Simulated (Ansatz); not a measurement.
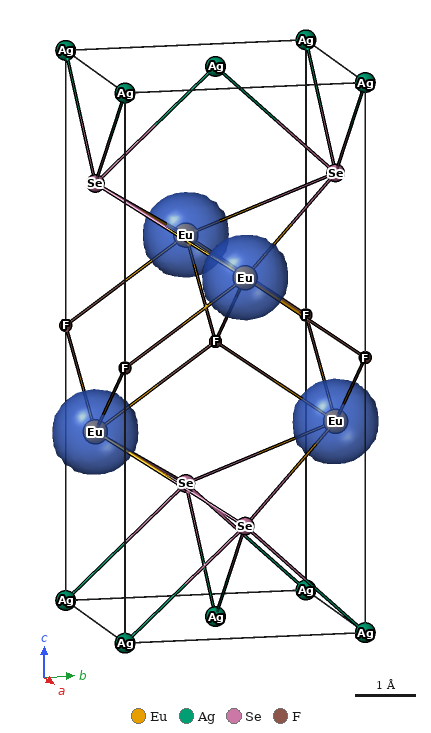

*EuAgSeF. Isosurface of the spin density at +0.8 e/Å³ (blue), seen slightly off an axis. Sticks mark near contacts.*

Space group P4/nmm; no Hubbard U on the f states and no spin–orbit coupling; spin-polarised.

The calculation used Ansatz, DFT PBE, scalar-relativistic, plane waves, PAW.

In a PAW calculation such maps are meaningful between the atoms, not at the nuclei.

Q: Where is the spin, and how is it ordered?

A: The spin density sits on Eu: +6.7 μB (×2) in one cell of 8 atoms: parallel main moments (a ferromagnetic arrangement) in this solution. The cell of the calculation (8 atoms) carries 13.9 μB of net spin moment.
